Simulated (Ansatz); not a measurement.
System: Tl$_{2}$PtS$_{3}$.

```yaml
crystal:
  lattice:
    - [3.71154, 0.00008, -0.00010]
    - [-1.85570, 3.21399, 0.00000]
    - [-0.00026, -0.00037, 11.02055]
  atoms:
    - { symbol: Tl, position: [0.33331, 0.66666, 0.33381] }
    - { symbol: Tl, position: [0.66665, 0.33330, 0.66619] }
    - { symbol: Pt, position: [0.00000, 0.00000, 0.00000] }
    - { symbol: S, position: [0.33331, 0.66665, 0.89640] }
    - { symbol: S, position: [0.66668, 0.33334, 0.10360] }
    - { symbol: S, position: [0.99997, 0.99997, 0.50000] }
```

Space group P-3m1; a structure from a database of computed crystals, not necessarily the ambient phase; started from the Sn2GeTe3-164 prototype, which need not be the ambient phase; changed on purpose from its base cell (shaken).

All numbers below come from DFT, PBEsol, plane waves, PAW in Ansatz 0.2.0.

Q: What can the converged valence pseudo-density and electron localisation function tell about the bonding?

A: Pt–S (2.43 Å): ρ at the midpoint is about 0.62 e/Å³; the ELF peaks at about 0.90 in the valence shell of S, 0.8 Å from its nucleus, and is about 0.45 at the midpoint.
Tl–S (2.82 Å): ρ is about 0.27 e/Å³ halfway; the ELF peaks at about 0.85 in the valence shell of S, 0.8 Å from its nucleus, and drops to about 0.20 between the two atoms.

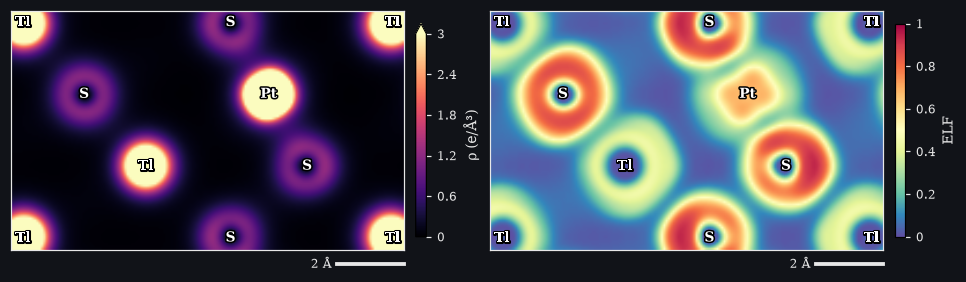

Computed valence pseudo-density and electron localisation function on the (110) plane of the conventional cell, in this order. 

The density is the valence pseudo-density of a PAW calculation; it isn't the true density close to the nuclei.
